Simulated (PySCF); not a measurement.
B(Me)(OH)2, CH5BO2, SMILES OB(O)C, PBE0/def2-SVP optimised geometry. Atoms within 1.6 Å of the plane z = 0.0 Å (x, y, z in Å): B1 (-0.65, 0.00, 0.00), C2 (0.94, 0.00, 0.00), H3 (1.33, 0.51, -0.90), H4 (1.39, -1.01, 0.02), H5 (1.33, 0.55, 0.87), O6 (-1.39, -1.14, 0.00), H7 (-0.85, -1.93, 0.00), O8 (-1.36, 1.15, 0.00), H9 (-0.80, 1.93, 0.00).

Computed with PBE0/def2-TZVP (PySCF). Cells within 0.4 Å of a nucleus heavier than hydrogen are left out (blank, or x).

Map of the log10 of the electron density (e/bohr³), floored at −4 on the plane z = 0.0 Å:

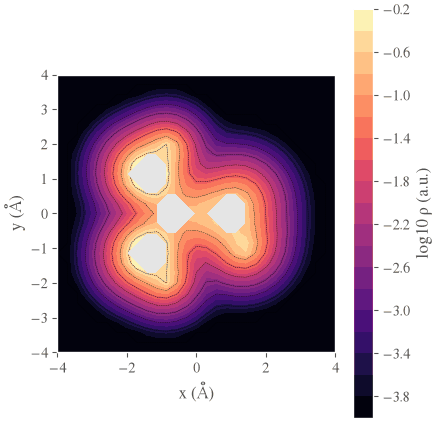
Figure: Log10 of the electron density (e/bohr³), floored at −4 on the plane z = 0.0 Å.
